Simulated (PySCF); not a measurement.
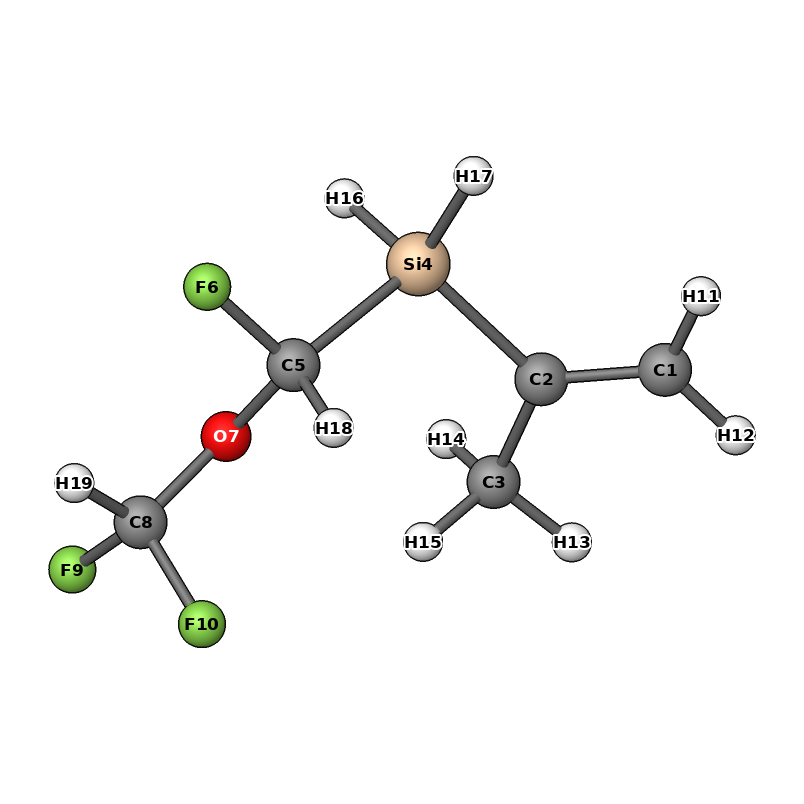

The questions are on IAO charges. The computed structure is the end point of a GFN2-xTB optimisation. No frequency run is at hand to confirm it as a minimum. Properties computed with PBE0/pcSseg-1, gas phase (PySCF 2.14.0).

> Which atom carries the highest charge (most positive or least negative)?

Si4 (0.76 e).

> And the lowest?

C3 (−0.42 e).

List the IAO charges.

| atom | value (e) |
| --- | --- |
| C1 | −0.30 |
| C2 | −0.25 |
| C3 | −0.42 |
| Si4 | 0.76 |
| C5 | 0.08 |
| F6 | −0.33 |
| O7 | −0.36 |
| C8 | 0.61 |
| F9 | −0.28 |
| F10 | −0.32 |
| H11 | 0.15 |
| H12 | 0.15 |
| H13 | 0.14 |
| H14 | 0.15 |
| H15 | 0.16 |
| H16 | −0.11 |
| H17 | −0.11 |
| H18 | 0.14 |
| H19 | 0.14 |

The geometry is semi-empirical. Around Si such bond lengths and angles can be off by a tenth of an ångström or more and by several degrees, and values that hang on the shape move with them.
